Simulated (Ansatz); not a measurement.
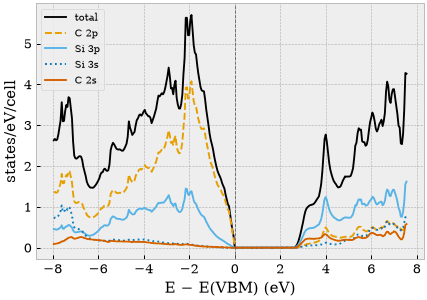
Fig. 1. Total and projected density of states of SiC (4H polytype, P6_3mc), the program Ansatz at the r²SCAN level (PAW)

Task: Which orbitals carry the states next to the gap?

Result: Top 1 eV of the valence band: C 2p 83 %, Si 3p 12 %. Bottom 1 eV of the conduction band: Si 3p 46 %, C 2s 22 %, C 2p 10 %, Si 3s 5 %, outside the projected shells 17 %. Projections are on Löwdin-orthogonalised atomic valence shells; empty p or d shells of many metals are not among them.

Task: Where is the tallest occupied peak in this window, and what makes it?

Result: Near -1.9 eV, about 5.7 states/eV per cell; the largest projected share is C 2p.

Symmetry was held in the r²SCAN relaxation; phonons on a q-mesh show no instability.

Potentials: the later of the program's two PAW sets.
